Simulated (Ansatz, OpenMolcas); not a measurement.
# How basis sets differ on C3H4AlF (SMILES C#[C][Al]([CH3])[F])

The species is C3H4AlF (9 atoms), meant as a singlet with charge 0. SMILES: `C#[C][Al]([CH3])[F]`. The shape is that of a PBE0-D4/def2-TZVP optimisation.

Each level gives the HOMO–LUMO gap (eV). The values are calculated.

```csv
level,kind,program,value (eV),CPU time
HF/ANO-R0 (sfX2C),Hartree–Fock,OpenMolcas,13.38,3.5 s
HF/ANO-RCC-MB (DKH2),Hartree–Fock,OpenMolcas,13.51,3.7 s
HF/STO-3G,Hartree–Fock,Ansatz,16.36,1.2 s
HF/3-21G,Hartree–Fock,Ansatz,12.96,1.8 s
HF/ANO-S-VDZ,Hartree–Fock,OpenMolcas,12.50,4.4 s
HF/cc-pVDZ,Hartree–Fock,Ansatz,12.78,1.7 s
HF/def2-SVP,Hartree–Fock,Ansatz,12.96,7 s
```

The values span 12.50 to 16.36 eV. A Hartree–Fock LUMO above zero doesn't converge with the basis: it sinks as sets grow more diffuse. Orbital gaps aren't excitation energies. Times are those of the runs behind each value, whatever else they computed, on shared processors of several kinds: orders of magnitude only.

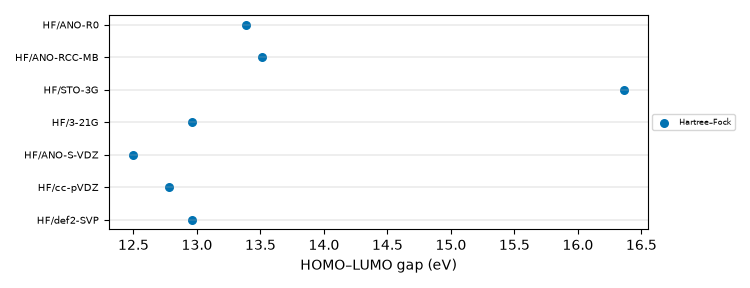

The values of the table, level by level.
